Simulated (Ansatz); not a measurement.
```sh
ansatz run in.yaml --threads 4 --pin off --events-out ev --progress --plain --max-ram 9574MiB
```

```yaml
crystal:
  periodic: [false, false, false]
  atoms:
    - {symbol: Si, position_ang: [-1.182504, -0.536756, 0.392807]}
    - {symbol: H, position_ang: [-1.724559, -1.773866, -0.207121]}
    - {symbol: H, position_ang: [-2.190852, 0.240896, 1.142918]}
    - {symbol: N, position_ang: [-0.559034, 0.441655, -0.852010]}
    - {symbol: Br, position_ang: [0.312938, -1.214210, 1.920336]}
    - {symbol: H, position_ang: [-0.286585, 1.392182, -0.657198]}
    - {symbol: H, position_ang: [0.027013, 0.037145, -1.565172]}
basis:
  gaussian: {orbitals: def2-TZVPP}
hamiltonian: {xc: r2scan, dispersion: d4}
```

Describe the molecule in this file.

It has 7 atoms: 1 bromine, 4 hydrogen, 1 nitrogen and 1 silicon (BrH4NSi). This geometry has Cs symmetry. Coordination, clear cases only: 1 Si tetrahedral.

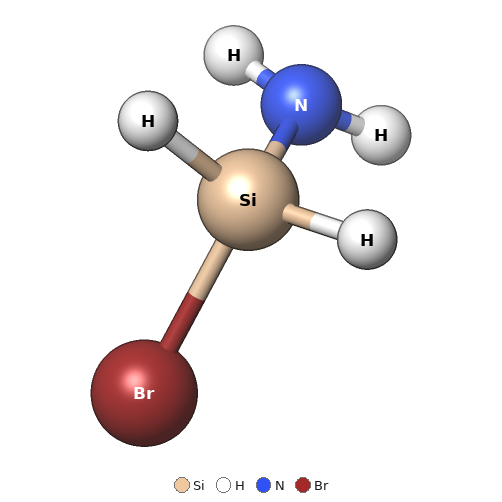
